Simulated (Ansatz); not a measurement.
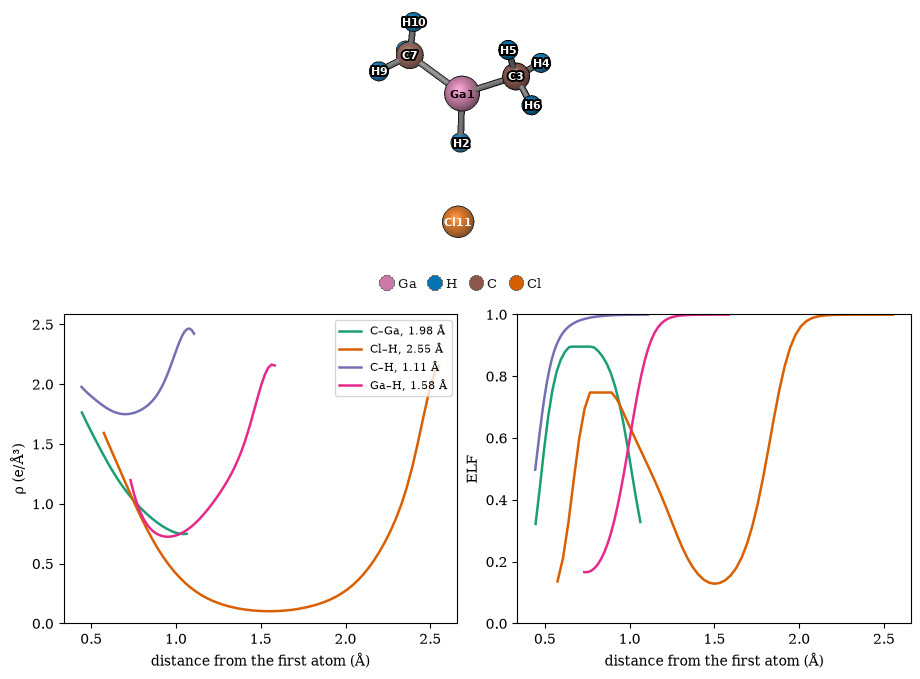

Figure. C2H7Ga···Cl (doublet). Electron density and electron localisation function along straight lines between neighbouring atoms. The curves leave out the atomic cores. The structure is drawn too.

Not at a stationary point (largest force 0.9 eV/Å).

Theory: UKS PBE/def2-SVP in Ansatz 0.2.0.

```xyz
11

Ga    0.0036    0.0143   -0.1154
H    -0.0078   -0.0061    1.4670
C     1.7701    0.0180   -1.0046
H     2.0973   -1.0342   -1.1458
H     1.7020    0.4923   -2.0052
H     2.5417    0.5323   -0.4002
C    -1.7591    0.0016   -1.0115
H    -2.3171   -0.9181   -0.7403
H    -2.3672    0.8641   -0.6707
H    -1.6503    0.0465   -2.1144
Cl   -0.0130   -0.0110    4.0195
```

What can be read from the curves?

Answer. C–Ga (1.98 Å): the density is about 0.76 e/Å³ at the midpoint; the ELF peaks at about 0.90 in the valence shell of C, 0.7 Å from its nucleus, and is about 0.55 at the midpoint.
Cl11···H2 (2.55 Å): the density falls to about 0.1 e/Å³ on the way; the ELF dips to about 0.15 between them.
C–H (1.11 Å): ρ at the midpoint is about 1.8 e/Å³; the ELF climbs to about 1 towards the hydrogen, as it does in any bond to H (a covalent bond by its length).
Ga–H (1.58 Å): ρ at the midpoint is about 0.92 e/Å³; the ELF climbs to about 1 towards the hydrogen.
